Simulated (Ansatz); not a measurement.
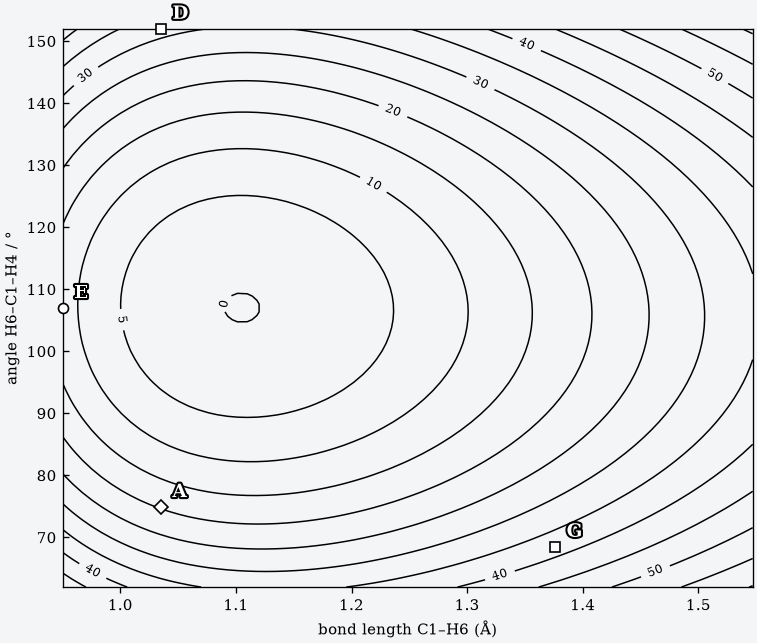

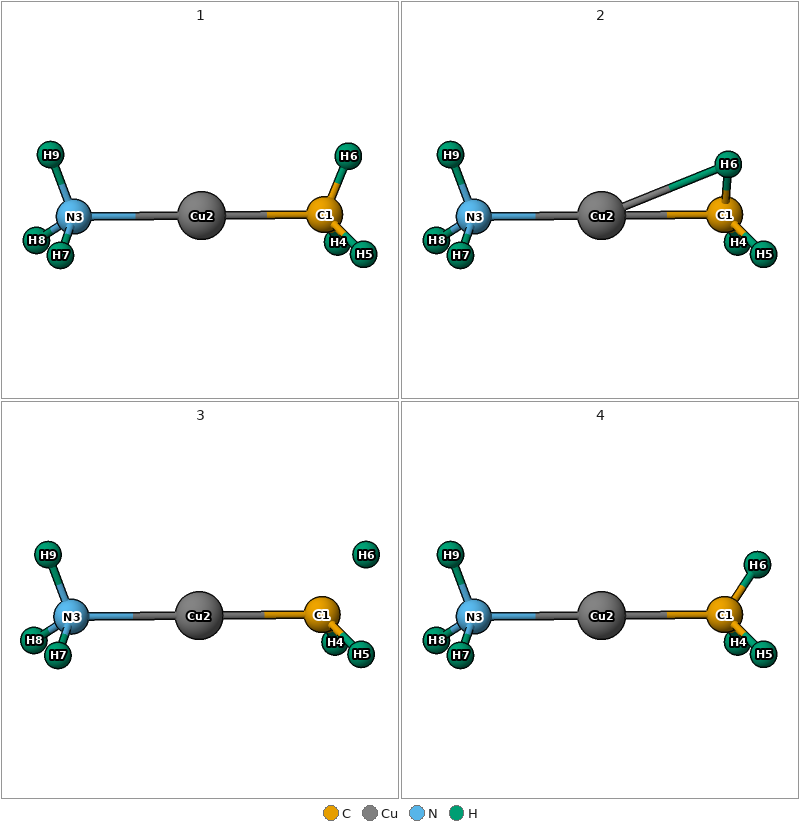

CH₆CuN, SMILES [CH3][Cu-][NH3+]. Coordinates scanned: (1) bond length C1–H6; (2) angle H6–C1–H4. Nothing is relaxed (all other coordinates rigid). Grid: 15 × 15 points. Points are written as (first, second). Energies are in kcal/mol, from the lowest grid point. Theory: RKS PBE0-D4/def2-SVP in Ansatz 0.2.0.

Drawn: contour lines labelled in kcal/mol, lettered points. Between grid points the surface is interpolated. The numbered pictures are the structures at these points, in random order.

### Which structure belongs to which point?

A is structure 4: (1.035 Å, 74.9°), 19.7 kcal/mol; D is structure 2: (1.035 Å, 152.0°), 31.9 kcal/mol; E is structure 1: (0.950 Å, 107.0°), 12.3 kcal/mol; G is structure 3: (1.376 Å, 68.5°), 38.0 kcal/mol.
